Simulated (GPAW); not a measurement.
**C/Ag(110): work function by functional and basis**

Wanted: work functions and dipole of C/Ag(110), with the cost of each level.

Program: GPAW 26.7.0. Level of theory: GPAW, PAW setups; slab in vacuum, relaxation, in the first sound run; inputs show where later runs differ. Results are calculated unless marked as measured.

## Step 1: The starting structure

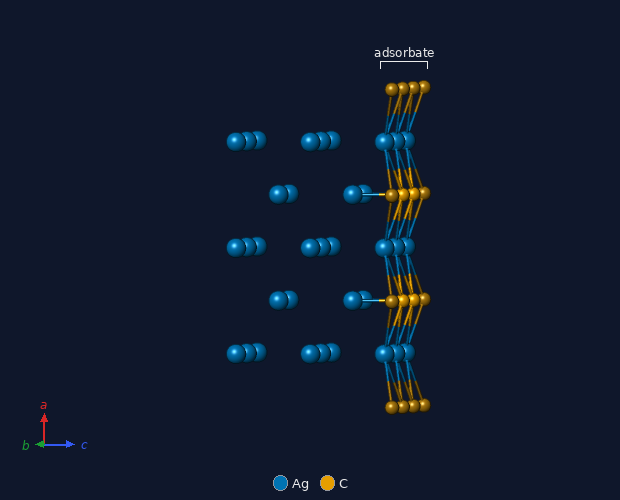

The cell as given, from the side, with the c axis across the page (silver blue, carbon orange). 2×2×1 cells are drawn. Some periodic images of atoms are drawn too.

The cell holds 6 atoms: 5 Ag and 1 C. Its edges and angles: a = 4.090 Å, b = 2.892 Å, c = 22.284 Å, α = 90.0°, β = 90.0°, γ = 90.0°. Vacuum lies along c.

As a file:

```cif
data_structure
_symmetry_space_group_name_H-M 'P 1'
_symmetry_Int_Tables_number 1
_cell_length_a 4.0900
_cell_length_b 2.8921
_cell_length_c 22.2841
_cell_angle_alpha 90.000
_cell_angle_beta 90.000
_cell_angle_gamma 90.000
_cell_volume 263.59
loop_
_atom_site_label
_atom_site_type_symbol
_atom_site_fract_x
_atom_site_fract_y
_atom_site_fract_z
_atom_site_occupancy
Ag1 Ag 0.00000 0.00000 0.35900 1
Ag2 Ag 0.50000 0.50000 0.42389 1
Ag3 Ag 0.00000 0.00000 0.48878 1
Ag4 Ag 0.50000 0.50000 0.55367 1
Ag5 Ag 0.00000 0.00000 0.61856 1
C6 C 0.50000 0.50000 0.64100 1
```

## Step 2: Relaxation

The atoms are relaxed first, since the surface dipole, and with it the work function, follows the positions of the outer layers. The lowest 2 atoms are held at bulk positions and keep their forces.

The input, run.py:

```python
import json
import numpy as np
from ase import Atoms
from ase.constraints import FixAtoms
from ase.optimize import BFGS
from gpaw import GPAW, PW

slab = Atoms(
    ['Ag', 'Ag', 'Ag', 'Ag', 'Ag', 'C'],
    positions=[
        [0.00000, 0.00000, 8.00000],
        [2.04500, 1.44603, 9.44603],
        [0.00000, 0.00000, 10.89207],
        [2.04500, 1.44603, 12.33810],
        [0.00000, 0.00000, 13.78413],
        [2.04500, 1.44603, 14.28413]],
    cell=[[4.09, 0.0, 0.0], [0.0, 2.89207, 0.0], [0.0, 0.0, 22.28413]],
    pbc=[True, True, False])

slab.calc = GPAW(mode=PW(500), xc='PBE', kpts={'size': (8, 11, 1), 'gamma': True},
                 occupations={'name': 'fermi-dirac', 'width': 0.1}, nbands='160%',
                 convergence={'density': 1e-05}, maxiter=200,
                 poissonsolver={'dipolelayer': 'xy'},
                 symmetry={'tolerance': 1e-3, 'extra_ids': [1, 1, 0, 0, 0, 0]}, txt='slab.txt')
result = {}
slab.set_constraint(FixAtoms([0, 1]))
path = []
opt = BFGS(slab, maxstep=0.2)
opt.attach(lambda: path.append((slab.get_potential_energy(), slab.positions.tolist(), slab.get_forces().tolist())))
result['relaxed'] = bool(opt.run(fmax=0.03, steps=40))
result['path'] = path
energy = slab.get_potential_energy()
fermi = slab.calc.get_fermi_level()
v = slab.calc.get_electrostatic_potential().mean((0, 1)) - fermi
n = slab.calc.get_pseudo_density().mean((0, 1))
L = slab.cell[2, 2]
z = np.arange(len(v)) * L / len(v)
low, high = slab.positions[:, 2].min(), slab.positions[:, 2].max()
below, above = np.interp([low - 5.8, high + 5.8], z, v)
slopes = [np.interp(x, z, np.gradient(v, z)) for x in (low - 5.8, high + 5.8)]
eps = np.array([[slab.calc.get_eigenvalues(k, s) for k in range(len(slab.calc.get_ibz_k_points()))]
                for s in range(slab.calc.get_number_of_spins())]) - fermi
top, bottom = eps[eps < 0].max(), eps[eps > 0].min()
dipole = slab.get_dipole_moment()[2]
print(f'energy {energy:.4f} eV, Fermi level {fermi:.4f} eV, dipole {dipole:.5f} e A')
print(f'potential 5.8 A off the faces, from the Fermi level: lower {below:.4f} eV, upper {above:.4f} eV')
print(f'slope of the potential there: lower {slopes[0]:.5f}, upper {slopes[1]:.5f} eV/A')
print(f'nearest levels on the mesh: {top:.4f} and {bottom:.4f} eV')
print('magnetic moment', round(slab.get_magnetic_moment(), 3))
result.update(energy=energy, fermi=fermi, dipole=dipole, below=below, above=above, slopes=slopes, edges=[top, bottom],
              z=z.tolist(), v=v.tolist(), n=n.tolist(), positions=slab.positions.tolist(),
              forces=slab.get_forces(apply_constraint=False).tolist(), moments=slab.get_magnetic_moments().tolist())
json.dump(result, open('result.json', 'w'))
```

Run with:

```
> OMP_NUM_THREADS=1 OPENBLAS_NUM_THREADS=1 python run.py
```

What it wrote:

```text
Step          Energy          fmax
BFGS:    0      -17.535452        1.685547
BFGS:    1      -17.600623        1.046635
BFGS:    2      -17.669433        0.694840
BFGS:    3      -17.684405        0.611751
BFGS:    4      -17.699192        0.505623
BFGS:    5      -17.719481        0.619430
BFGS:    6      -17.748986        0.644161
BFGS:    7      -17.780250        0.444043
BFGS:    8      -17.792659        0.294201
BFGS:    9      -17.795131        0.283118
BFGS:   10      -17.800826        0.313485
BFGS:   11      -17.809339        0.374485
BFGS:   12      -17.817929        0.303714
BFGS:   13      -17.821147        0.183336
BFGS:   14      -17.822223        0.125014
BFGS:   15      -17.823361        0.144541
BFGS:   16      -17.824783        0.179511
BFGS:   17      -17.826591        0.169575
BFGS:   18      -17.827910        0.105241
BFGS:   19      -17.828530        0.027123
energy -17.7873 eV, Fermi level -0.1931 eV, dipole -0.06845 e A
potential 5.8 A off the faces, from the Fermi level: lower 4.2695 eV, upper 5.3209 eV
slope of the potential there: lower -0.00009, upper 0.00013 eV/A
nearest levels on the mesh: -0.0339 and 0.0339 eV
magnetic moment 0.0
```

It took 89 min on 1 thread of Arm Neoverse V2, shared host; peak memory 0.5 GiB.

Step by step:

| step | energy less that of the first step (eV) | largest force (eV/Å) |
| --- | --- | --- |
| 1 | 0.0000 | 1.6855 |
| 2 | -0.0650 | 1.0466 |
| 3 | -0.1333 | 0.6948 |
| 4 | -0.1480 | 0.6118 |
| 5 | -0.1623 | 0.5056 |
| 6 | -0.1819 | 0.6194 |
| 7 | -0.2103 | 0.6442 |
| 8 | -0.2406 | 0.4440 |
| 9 | -0.2524 | 0.2942 |
| 10 | -0.2547 | 0.2831 |
| 11 | -0.2603 | 0.3135 |
| 12 | -0.2689 | 0.3745 |
| 13 | -0.2776 | 0.3037 |
| 14 | -0.2809 | 0.1833 |
| 15 | -0.2821 | 0.1250 |
| 16 | -0.2833 | 0.1445 |
| 17 | -0.2848 | 0.1795 |
| 18 | -0.2867 | 0.1696 |
| 19 | -0.2882 | 0.1052 |
| 20 | -0.2889 | 0.0271 |

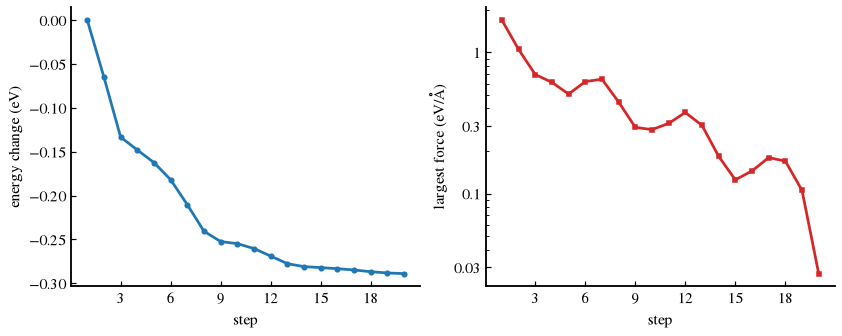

Energy and largest force along the relaxation.

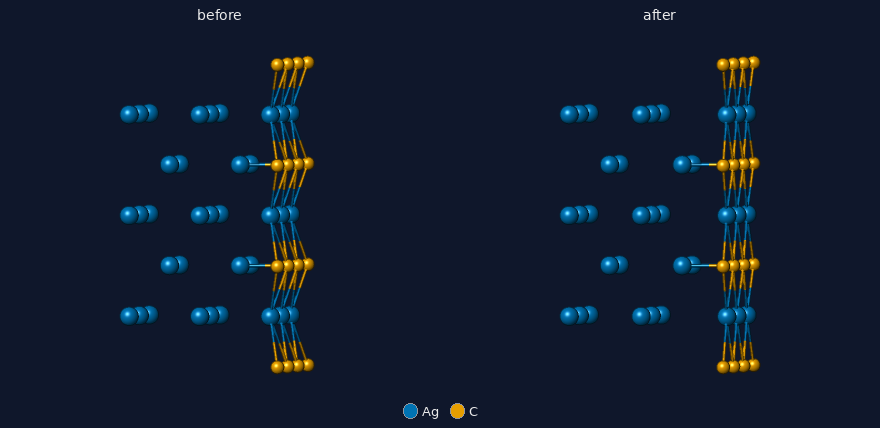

The structure before and after the relaxation, drawn at the same scale.

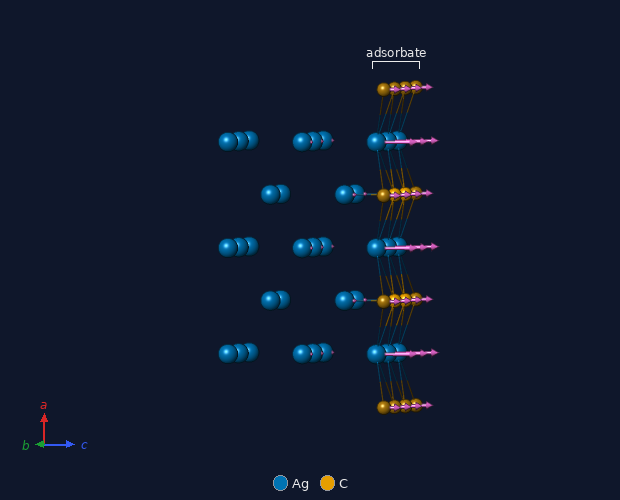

Displacements in the relaxation, exaggerated; the longest in the cell stands for 0.67 Å. 2×2×1 cells are drawn. Some periodic images of atoms are drawn too.

The atoms that moved most (Å):

| atom | dx | dy | dz | length |
| --- | --- | --- | --- | --- |
| Ag5 | 0.000 | 0.000 | 0.675 | 0.675 |
| C6 | 0.000 | 0.000 | 0.236 | 0.236 |
| Ag4 | 0.000 | 0.000 | 0.083 | 0.083 |
| Ag3 | 0.000 | 0.000 | 0.056 | 0.056 |

Final coordinates:

```xyz
6
Lattice="4.0900 0.0000 0.0000 0.0000 2.8921 0.0000 0.0000 0.0000 22.2841" Properties=species:S:1:pos:R:3
Ag    0.0000    0.0000    8.0000
Ag    2.0450    1.4460    9.4460
Ag    0.0000    0.0000   10.9476
Ag    2.0450    1.4460   12.4216
Ag    0.0000    0.0000   14.4589
C     2.0450    1.4460   14.5206
```

Numbers from this step:

| Quantity | Value |
| --- | --- |
| dipole along the normal | -0.06845 e·Å |
| levels nearest the Fermi level on the mesh | -0.03395, 0.03387 eV from the Fermi level |
| upper work function | 5.321 eV |
| lower work function | 4.269 eV |

The electrostatic potential energy of an electron (without an applied field's), less the Fermi level, planar mean oscillates, so the rows of the table below give means over windows of 1.49 Å about each position, cut where the curve ends. Its maxima inside the range that stand out by 2 % of the span (Å: eV): 8.7: -4.51, 10.2: -3.99, 11.7: -4.50, 13.5: 0.450. Its minima: 8.0: -11.3, 9.5: -11.8, 11.0: -11.8, 12.4: -11.6, 14.5: -19.9.

Electrostatic potential energy of an electron (without an applied field's), less the Fermi level, planar mean against z; means over each step:

| z (Å) | electrostatic potential energy of an electron (without an applied field's), less the Fermi level, planar mean (eV) |
| --- | --- |
| 0.74 | 4.34 |
| 2.23 | 4.27 |
| 3.72 | 4.27 |
| 5.21 | 4.23 |
| 6.70 | 2.47 |
| 8.19 | -7.48 |
| 9.68 | -7.82 |
| 11.17 | -8.00 |
| 12.66 | -6.49 |
| 14.15 | -9.81 |
| 15.64 | 1.99 |
| 17.13 | 5.28 |
| 18.62 | 5.32 |
| 20.11 | 5.32 |
| 21.60 | 5.28 |

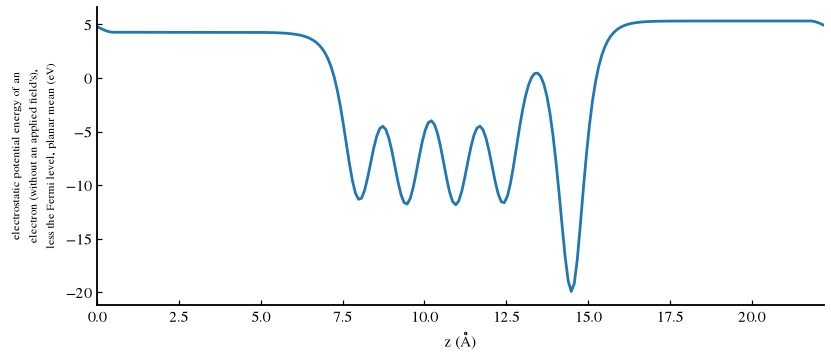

Electrostatic potential energy of an electron (without an applied field's), less the Fermi level, planar mean against z.

The pseudo valence density, planar mean oscillates, so the rows of the table below give means over windows of 1.49 Å about each position, cut where the curve ends. Its maxima inside the range that stand out by 2 % of the span (Å: e/Å³): 8.0: 1.60, 9.5: 1.62, 11.0: 1.63, 12.4: 1.60, 14.5: 1.82. Its minima: 8.7: 0.490, 10.2: 0.449, 11.7: 0.464, 13.4: 0.220.

The pseudo valence density, planar mean by z; means over each step:

| z (Å) | pseudo valence density, planar mean (e/Å³) |
| --- | --- |
| 3.72 | 3.4e-5 |
| 5.21 | 0.00137 |
| 6.70 | 0.0939 |
| 8.19 | 0.954 |
| 9.68 | 0.964 |
| 11.17 | 0.969 |
| 12.66 | 0.875 |
| 14.15 | 0.999 |
| 15.64 | 0.192 |
| 17.13 | 0.00204 |
| 18.62 | 3.0e-5 |

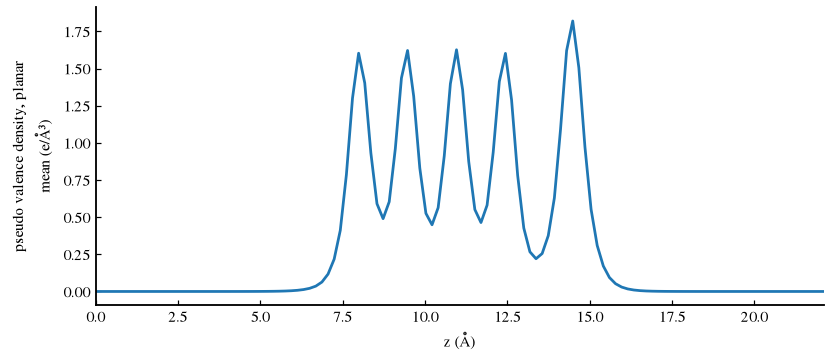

Pseudo valence density, planar mean, plotted against z.

The relaxation lowered the energy of the cell by 0.289 eV (energies extrapolated to zero smearing; the optimiser's log prints free energies). The largest force left on a free atom is 0.027 eV/Å.

## Step 3: The slab's potential

With the geometry fixed, the planar mean of the potential gives the vacuum level on each side.

This step: GPAW, PAW setups; slab in vacuum (GPAW 26.7.0).

run.py: that of step 2 with these lines changed.

```diff
@@ -3,4 +3,2 @@
 from ase import Atoms
-from ase.constraints import FixAtoms
-from ase.optimize import BFGS
 from gpaw import GPAW, PW
@@ -12,6 +10,6 @@
         [2.04500, 1.44603, 9.44603],
-        [0.00000, 0.00000, 10.89207],
-        [2.04500, 1.44603, 12.33810],
-        [0.00000, 0.00000, 13.78413],
-        [2.04500, 1.44603, 14.28413]],
+        [0.00000, 0.00000, 10.94758],
+        [2.04500, 1.44603, 12.42156],
+        [-0.00000, 0.00000, 14.45885],
+        [2.04500, 1.44603, 14.52055]],
     cell=[[4.09, 0.0, 0.0], [0.0, 2.89207, 0.0], [0.0, 0.0, 22.28413]],
@@ -23,10 +21,4 @@
                  poissonsolver={'dipolelayer': 'xy'},
-                 symmetry={'tolerance': 1e-3, 'extra_ids': [1, 1, 0, 0, 0, 0]}, txt='slab.txt')
+                 symmetry={'tolerance': 1e-3}, txt='slab.txt')
 result = {}
-slab.set_constraint(FixAtoms([0, 1]))
-path = []
-opt = BFGS(slab, maxstep=0.2)
-opt.attach(lambda: path.append((slab.get_potential_energy(), slab.positions.tolist(), slab.get_forces().tolist())))
-result['relaxed'] = bool(opt.run(fmax=0.03, steps=40))
-result['path'] = path
 energy = slab.get_potential_energy()
```

What it wrote:

```text
energy -17.7873 eV, Fermi level -0.1930 eV, dipole -0.06866 e A
potential 5.8 A off the faces, from the Fermi level: lower 4.2691 eV, upper 5.3211 eV
slope of the potential there: lower -0.00006, upper 0.00011 eV/A
nearest levels on the mesh: -0.0340 and 0.0339 eV
magnetic moment 0.0
```

It took 5.3 min on 1 thread; peak memory 0.49 GiB.

This step gave:

```
dipole along the normal                    : -0.06866 e·Å
levels nearest the Fermi level on the mesh : -0.03400, 0.03391 eV from the Fermi level
```

The electrostatic potential energy of an electron (without an applied field's), less the Fermi level, planar mean oscillates, so the rows of the table below give means over windows of 1.49 Å about each position, cut where the curve ends. Its maxima inside the range that stand out by 2 % of the span (Å: eV): 8.7: -4.51, 10.2: -3.99, 11.7: -4.50, 13.5: 0.450. Its minima: 8.0: -11.3, 9.5: -11.8, 11.0: -11.8, 12.4: -11.6, 14.5: -19.9.

Table of electrostatic potential energy of an electron (without an applied field's), less the Fermi level, planar mean by z; means over each step:

(Unchanged from step 2.)

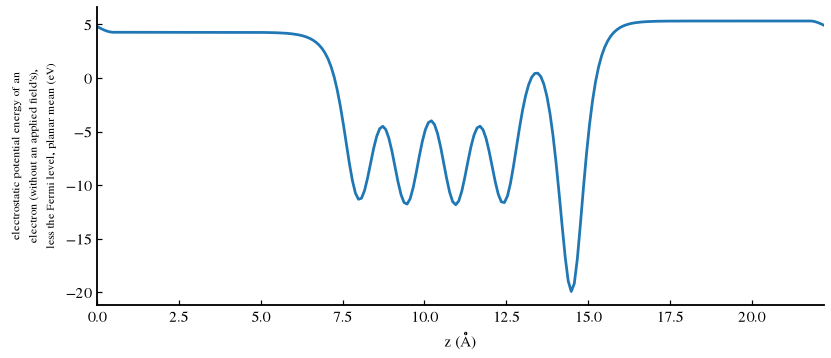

Electrostatic potential energy of an electron (without an applied field's), less the Fermi level, planar mean against z.

The pseudo valence density, planar mean oscillates, so the rows of the table below give means over windows of 1.49 Å about each position, cut where the curve ends. Its maxima inside the range that stand out by 2 % of the span (Å: e/Å³): 8.0: 1.60, 9.5: 1.62, 11.0: 1.63, 12.4: 1.60, 14.5: 1.82. Its minima: 8.7: 0.490, 10.2: 0.449, 11.7: 0.464, 13.4: 0.220.

Table of pseudo valence density, planar mean by z; means over each step:

(Unchanged from step 2.)

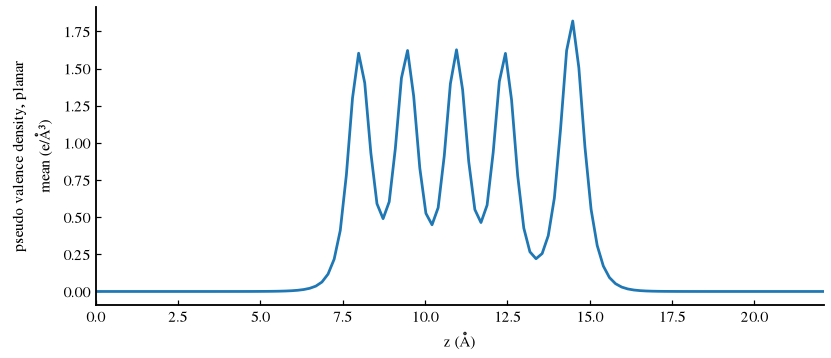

Pseudo valence density, planar mean against z.

Force by atom:

| atom | x (eV/Å) | y (eV/Å) | z (eV/Å) | size |
| --- | --- | --- | --- | --- |
| Ag1 | 0.000 | 0.000 | 0.100 | 0.100 |
| Ag2 | 0.000 | 0.000 | -0.107 | 0.107 |
| Ag3 | 0.000 | 0.000 | 0.010 | 0.010 |
| Ag4 | 0.000 | 0.000 | 0.026 | 0.026 |
| Ag5 | 0.000 | 0.000 | -0.008 | 0.008 |
| C6 | 0.000 | 0.000 | -0.022 | 0.022 |

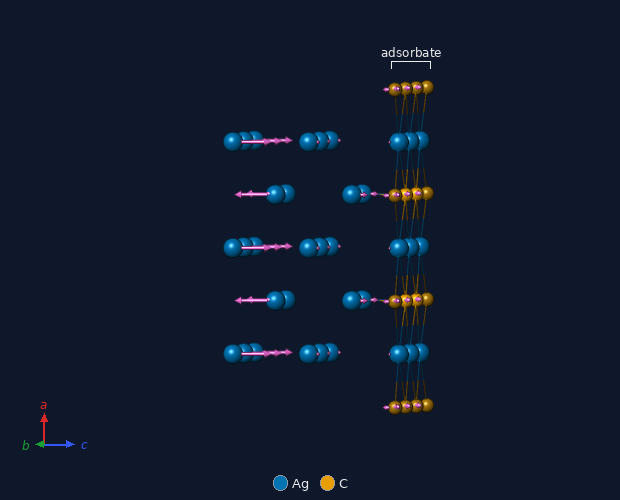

Force as arrows, the longest 0.107 eV/Å. 2×2×1 cells are drawn. Some periodic images of atoms are drawn too.

The potential is flat to 1.1e-4 eV/Å where it is read, so the vacuum is wide enough.

(Continued in part 2 of 3.)

[Logs are printed without paths, hosts, clocks, repeated set-up lines and the standing remarks that a program may print on its own settings, such as how far it seeks lower states.]

[Hosts, paths, dates, database ids (printed as entryN), source tags and the programs' standing remarks are cut or masked in the printed files.]
